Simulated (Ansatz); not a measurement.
Input

```
crystal:
  lattice:
    - [3.9220923799, 0.0, 0.0]
    - [0.0, 3.9220923799, 0.0]
    - [0.0, 0.0, 5.6056489919]
  atoms:
    - { symbol: Si, position: [0.0, 0.0, 0.0] }
    - { symbol: Sn, position: [0.5, 0.5, 0.5] }
    - { symbol: Ge, position: [0.5, 0.0, 0.7775497143] }
    - { symbol: Ge, position: [0.0, 0.5, 0.2224502857] }
basis:
  ecutwfc: 420
kpoints:
  mp_grid: { grid: [12, 12, 8] }
hamiltonian:
  xc: pbe
scf:
  occupations: { method: fermi_dirac, width: 0.15 }
output:
  forces: true
  stress: true
  eigenvalues: true
  write_density: true
  write_potential: true
  elf: true
  volumetric_format: npy
relax:
  adjacent_minimum: "off"
  f_tol: 0.001
  max_steps: 60
  cell: { stress_tol: 0.02, p_target: 15.0 }
```

Command:

```sh
ansatz run input.yaml --threads 2 --pin off --max-ram 7168MiB --backend cpu --events-out ev --progress --plain --runs-dir out
```

Below, planes, directions and counts refer to the conventional cell (a = 3.92 Å, b = 3.92 Å, c = 5.61 Å, α = 90.00°, β = 90.00°, γ = 90.00°).

The fields are those of the run's last geometry, not of the input's.

Space group P-4m2; computed pressure about 15 GPa in this cell.

Computed with DFT PBE, scalar-relativistic, plane waves, PAW (Ansatz 0.2.0).

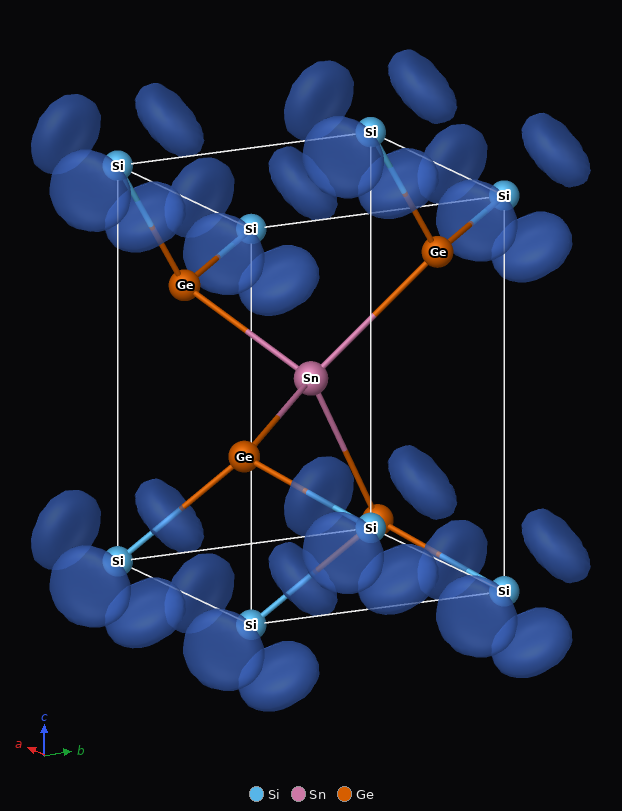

SiSnGe2. Isosurface of the ELF at 0.8 (blue), seen at an oblique angle. Only the valence region is drawn (cores and ρ < 0.01 e/Å³ removed). Sticks mark near contacts.

**Describe the localisation domains.**

The surface consists of four regions between bonded Ge–Si atoms, counted in one cell of 4 atoms. Any copies at cell faces, edges or corners count once. Along the contacts the grid gives the following. Si–Ge (2.32 Å): the ELF peaks at about 0.90 between the atoms. Sn–Ge (2.50 Å): the ELF peaks at about 0.70 between the atoms.
